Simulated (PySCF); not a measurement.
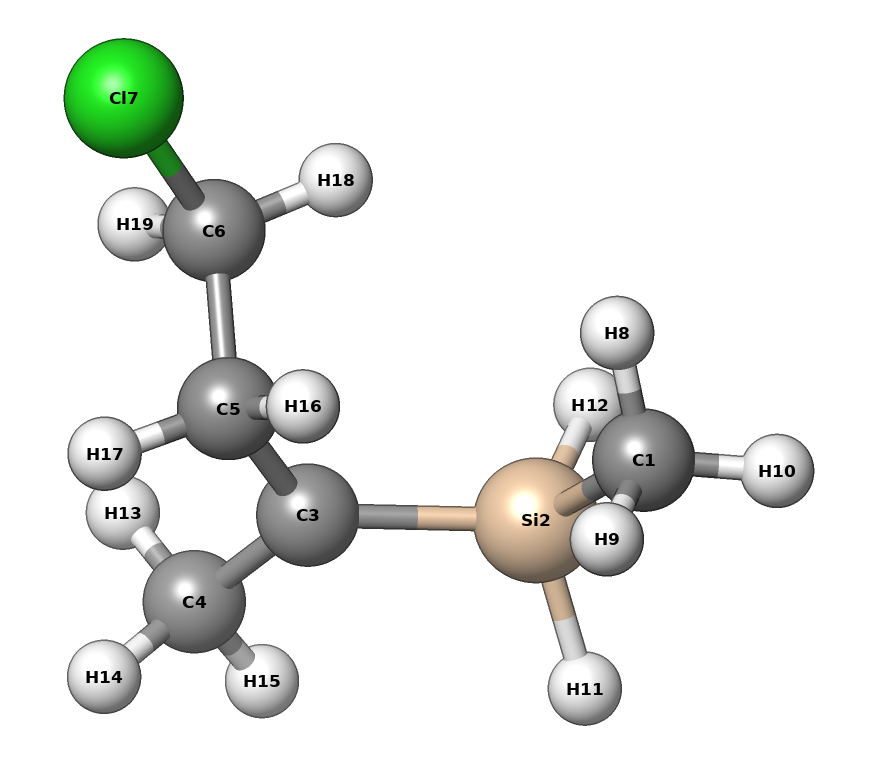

The species is neutral and a spin doublet. The computed structure is the end point of a GFN2-xTB optimisation. No frequency run is at hand to confirm it as a minimum. Method: UKS B3LYP, pcH-1 on C Cl H Si, non-relativistic (PySCF 2.14.0).

Give the isotropic hyperfine couplings (Fermi-contact term alone) of C1, Si2, C3, C4, C5, C6, Cl7, H8, H9, H10, H11, H12, H13, H14, H15, H16, H17, H18, H19.

| atom | isotope | a_iso (MHz) |
| --- | --- | --- |
| C1 | 13C | 3.1 |
| Si2 | 29Si | 45.6 |
| C3 | 13C | 87.1 |
| C4 | 13C | −30.4 |
| C5 | 13C | −27.0 |
| C6 | 13C | 100.6 |
| Cl7 | 35Cl | 1.6 |
| H8 | 1H | 0.1 |
| H9 | 1H | −0.8 |
| H10 | 1H | −1.3 |
| H11 | 1H | 27.4 |
| H12 | 1H | 76.8 |
| H13 | 1H | 123.5 |
| H14 | 1H | 90.0 |
| H15 | 1H | 3.6 |
| H16 | 1H | 42.9 |
| H17 | 1H | 20.5 |
| H18 | 1H | −2.8 |
| H19 | 1H | −3.4 |

The geometry is semi-empirical. Around Si such bond lengths and angles can be off by a tenth of an ångström or more and by several degrees, and values that hang on the shape move with them.
